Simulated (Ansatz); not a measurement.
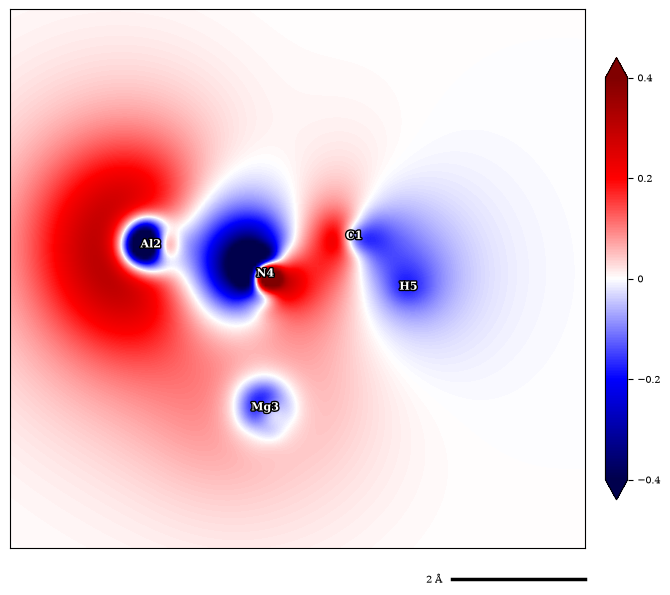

CH$_{3}$AlMgN (doublet). The HOMO (β) on the plane of atoms N4, C1 and H5 (values in Å⁻³ᐟ²; the overall sign is arbitrary).

Geometry: PBE0-D3(BJ)/def2-SVP.

Method: isolated molecule in a Gaussian basis; Kohn-Sham density functional theory, functional PBE0 in Ansatz 0.2.0.

```yaml
atoms:
  - { symbol: C, position_ang: [-1.5450, 0.5787, -1.1505] }
  - { symbol: Al, position_ang: [1.1227, -0.9009, -1.1734] }
  - { symbol: Mg, position_ang: [-0.0131, 0.4118, -3.6025] }
  - { symbol: N, position_ang: [-0.3044, 0.0291, -1.6559] }
  - { symbol: H, position_ang: [-2.1380, 1.1243, -1.9151] }
  - { symbol: H, position_ang: [-1.3821, 1.3045, -0.3323] }
  - { symbol: H, position_ang: [-2.2218, -0.2015, -0.7556] }
```

Describe this orbital and give its energy.

Answer. By Hirshfeld shares it lies mainly on Al2 (about 70 %), N4 (about 15 %) and Mg3 (about 10 %). Its energy is −5.93 eV.
